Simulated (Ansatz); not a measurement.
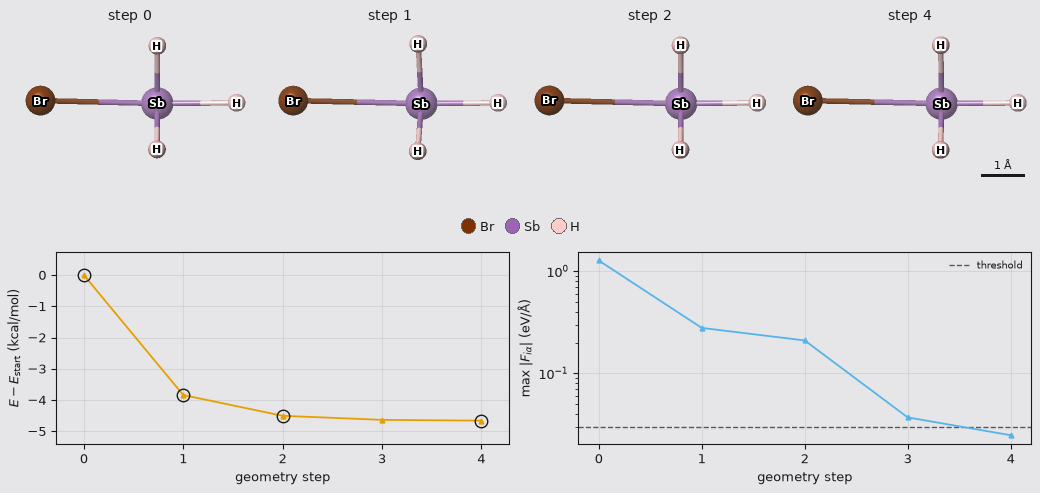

Frames of a relaxation of SbH₃Br (charge −1) (coarse preliminary run), marked on the history of the run. Style: ball-and-stick. Shown face on.

Computed with RKS PBE-D4/def2-SVPD (Ansatz 0.2.0).

Input file:
```yaml
crystal:
  periodic: [false, false, false]
  atoms:
    - {symbol: Br, position_ang: [-0.470000, -0.278400, -2.529700]}
    - {symbol: Sb, position_ang: [-0.007200, -0.613200, 0.246500]}
    - {symbol: H, position_ang: [-1.143800, 0.647900, 0.319700]}
    - {symbol: H, position_ang: [1.284000, 0.436700, -0.096900]}
    - {symbol: H, position_ang: [0.337000, -0.193000, 2.060400]}
basis:
  gaussian: {orbitals: def2-SVPD}
total_charge: -1
hamiltonian: {xc: pbe, dispersion: d4}
relax: {f_tol: 0.03, max_steps: 250}
```

Launched with:
```bash
ansatz run in.yaml --threads 4 --pin off --events-out ev --progress --plain --max-ram 9574MiB
```

> What happens along the run?

Over 4 geometry steps the energy falls by 4.66 kcal/mol. The largest force component goes from 1.3 to 0.025 eV/Å. The largest move after the best rigid fit is that of Br1, 0.30 Å. Largest moves by element: Br 0.30 Å, Sb 0.10 Å, H 0.10 Å. Near-neighbour distances that change, for instance: Br1–Sb2 2.834 → 3.216 Å, Sb2–H5 1.893 → 1.813 Å, Sb2–H3 1.699 → 1.731 Å. Among the angles between lasting bonds that change: Br1–Sb2–H5 160.4° → 165.1°, H3–Sb2–H5 85.2° → 87.3°. The run took 1.8 s on 4 threads of AMD EPYC 9R45 96-Core, on a shared host. From step 0 to 1: Br1 moves most (0.18 Å), energy −3.84 kcal/mol. From step 1 to 2: Br1 moves most (0.09 Å), energy −0.66 kcal/mol. From step 2 to 4: H5 moves most (0.05 Å), energy −0.16 kcal/mol.
